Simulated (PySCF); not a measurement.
Consider Cl$_{6}$S$_{3}$Si$_{3}$.

Input file:

```
{"job": {"kind": "nmr", "xc": "PBE0", "basis": "pcSseg-1"}, "charge": 0, "multiplicity": 1}
Si    -0.408362    -1.860186     0.321990
Cl    -2.417235    -1.612310     0.035002
Cl     0.001715    -3.849826     0.489420
S      0.711421    -1.168708    -1.360670
Si    -0.147669     0.756557    -1.693692
Cl    -1.800477     0.668010    -2.889988
Cl     1.301848     1.811002    -2.671889
S     -0.801987     1.735579     0.086656
Si     0.601973     1.020098     1.527644
Cl     0.336047     2.183403     3.180214
Cl     2.525842     1.213954     0.861701
S      0.212345    -0.980322     2.164592
```

Command:

```sh
OMP_NUM_THREADS=2 python probes_run.py task.json out
```

Geometry: PBE0-D3(BJ)/def2-SVP.

Level of theory: PySCF 2.14.0, PBE0/pcSseg-1, SCF density, gas phase, non-relativistic.

Predict the electron density and electron localisation function between the atoms.

Answer. Si–Cl (2.04 Å): ρ is about 0.95 e/Å³ halfway; the ELF peaks at about 0.90 between the atoms, as expected for a polar covalent bond.

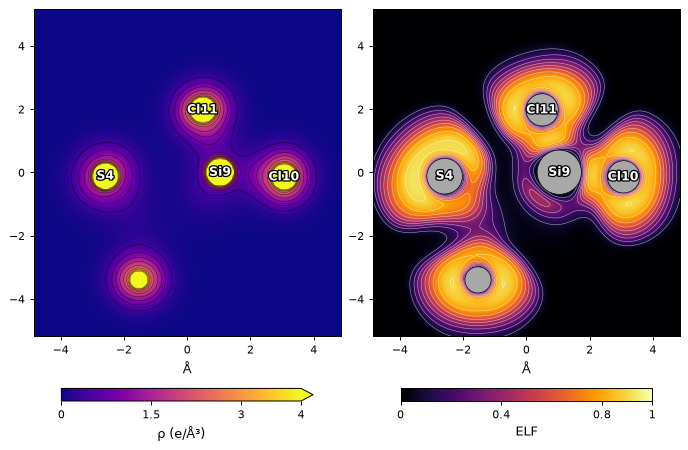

Computed electron density and electron localisation function on the plane of atoms Cl10, Si9 and Cl11, in this order. Grey discs cover the atomic cores in the ELF map. 
